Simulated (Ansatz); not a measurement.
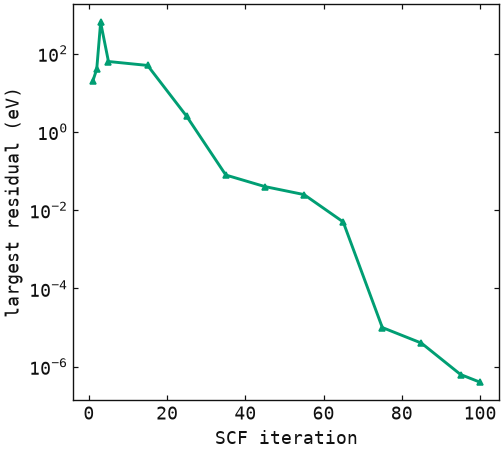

The plot shows the SCF iterations of a calculation: largest residual. Only some iterations were kept.

- system: Co$_{2}$O (3 atoms in the cell)
- method: Ansatz, DFT, PBE, norm-conserving potentials, plane waves, scalar-relativistic; cutoff 1306.15 eV, 1×1×1 k-mesh, Fermi–Dirac smearing of 0.1 eV, collinear spins
Setting under test: full search for lower states.

Did the calculation converge?

The run gave up at step 100 without converging. The residual first shoots up to about 600 before step 3. It is still falling at the last step (down to 4 × 10⁻⁷).

What is the residual at the start and at the end?

It starts near 20 and ends near 4 × 10⁻⁷ eV.
